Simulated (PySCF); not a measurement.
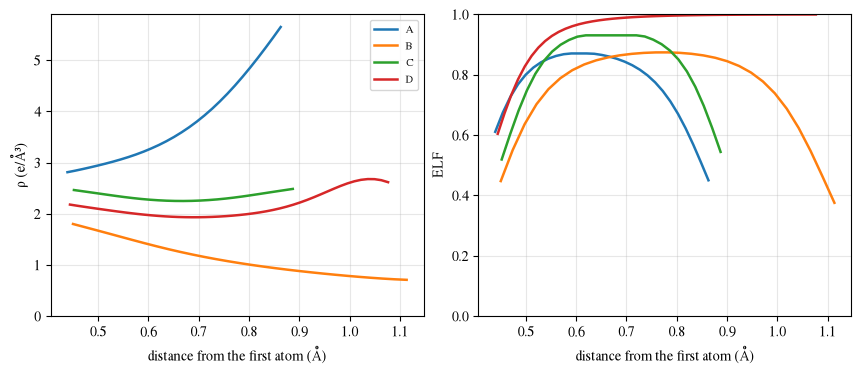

The picture shows: C6H10O2Si. Total electron density and ELF along straight lines between neighbouring atoms. The curves leave out the atomic cores.

Geometry: GFN2-xTB.

These are results of PBE0/pcSseg-1, SCF density, gas phase, non-relativistic in PySCF 2.14.0, not measurements.

```yaml
atoms:
  - { symbol: C, position_ang: [-2.8139, 0.1861, 0.1769] }
  - { symbol: C, position_ang: [-1.5058, -0.0988, 0.1515] }
  - { symbol: C, position_ang: [-0.6693, 0.1872, 1.3147] }
  - { symbol: O, position_ang: [0.3761, -0.3854, 1.5299] }
  - { symbol: C, position_ang: [-0.7846, -0.7414, -0.9384] }
  - { symbol: Si, position_ang: [0.7994, -1.7494, -0.5333] }
  - { symbol: C, position_ang: [0.5461, -0.0379, -1.3068] }
  - { symbol: O, position_ang: [0.7519, 1.1930, -0.6669] }
  - { symbol: C, position_ang: [2.0883, 1.4166, -0.3010] }
  - { symbol: H, position_ang: [-3.4614, -0.0522, -0.6494] }
  - { symbol: H, position_ang: [-3.2750, 0.6399, 1.0380] }
  - { symbol: H, position_ang: [-1.0597, 0.9290, 2.0300] }
  - { symbol: H, position_ang: [-1.4115, -1.0187, -1.7779] }
  - { symbol: H, position_ang: [1.4452, -2.2986, 0.6314] }
  - { symbol: H, position_ang: [0.9520, -2.6614, -1.6765] }
  - { symbol: H, position_ang: [0.7127, 0.0454, -2.3839] }
  - { symbol: H, position_ang: [2.7550, 1.3493, -1.1686] }
  - { symbol: H, position_ang: [2.4096, 0.6852, 0.4516] }
  - { symbol: H, position_ang: [2.1350, 2.4213, 0.1168] }
```

> Which curve belongs to which contact (C–C, C–H, C–O and C–Si)? The first atom named is at distance zero.

Curve A: C–O (1.21 Å): ρ at the midpoint is about 3.3 e/Å³; the ELF peaks at about 0.85 between the atoms; a short, multiple covalent bond. Curve B: C–Si (1.90 Å): the density is about 0.83 e/Å³ at the midpoint; the ELF peaks at about 0.85 between the atoms; a shared electron pair. Curve C: C–C (1.34 Å): the density is about 2.2 e/Å³ at the midpoint; the ELF peaks at about 0.95 between the atoms: a short, multiple covalent bond. Curve D: C–H (1.08 Å): ρ at the midpoint is about 2 e/Å³; the ELF climbs to about 1 towards the hydrogen, as it does in any bond to H: an ordinary covalent bond to hydrogen.
